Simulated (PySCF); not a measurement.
```xyz
23

C    -0.1946   -2.5949    0.6156
C     0.2123   -1.2762    1.2529
Cl   -0.5433   -1.1573    2.8855
C    -0.1900   -0.0816    0.4390
C     0.7463    0.7110   -0.0874
O     2.0677    0.4936    0.0821
Si    3.3773    1.2847   -0.4739
C    -1.6404    0.1460    0.2458
C    -2.1877    0.5631   -1.0950
C    -2.2072    1.5260    0.0452
H     0.2955   -2.6886   -0.3515
H    -1.2705   -2.6395    0.4676
H     0.1065   -3.4277    1.2464
H     1.2896   -1.2519    1.4288
H     0.4865    1.5706   -0.6908
H     3.3661    2.6829   -0.0376
H     4.4104    0.4779    0.1506
H     3.3999    1.2523   -1.9388
H    -2.2543   -0.5315    0.8249
H    -1.4778    0.7271   -1.8909
H    -3.1206    0.1305   -1.4234
H    -1.5224    2.3589    0.0326
H    -3.1542    1.7517    0.5112
```

Geometry: GFN2-xTB.

Method: PBE0/pcSseg-1, SCF density, gas phase, non-relativistic (PySCF).

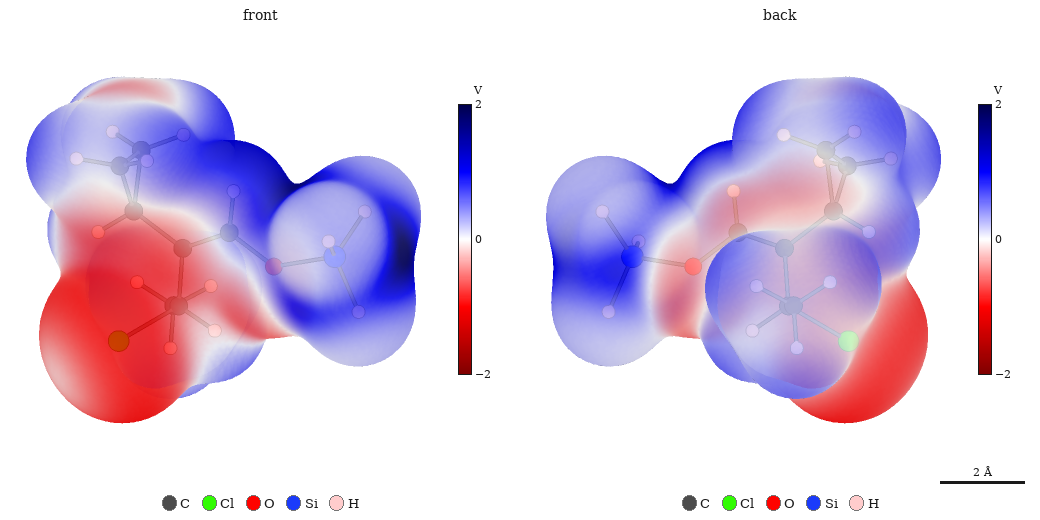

C7H13ClOSi (SMILES C[C@H](Cl)/C(=C\O[SiH3])C1CC1). The electrostatic potential painted on the density surface at 0.002 e/bohr³, seen from the front and from behind; the colour scale runs from red (negative) to blue (positive).

Which sites attract a positive test charge, and which a negative one?

A positive charge is drawn to the negative regions and a negative charge to the positive ones. The most negative region (about −1.1 V) lies over Cl3, the most positive (about +1.9 V) over Si7.
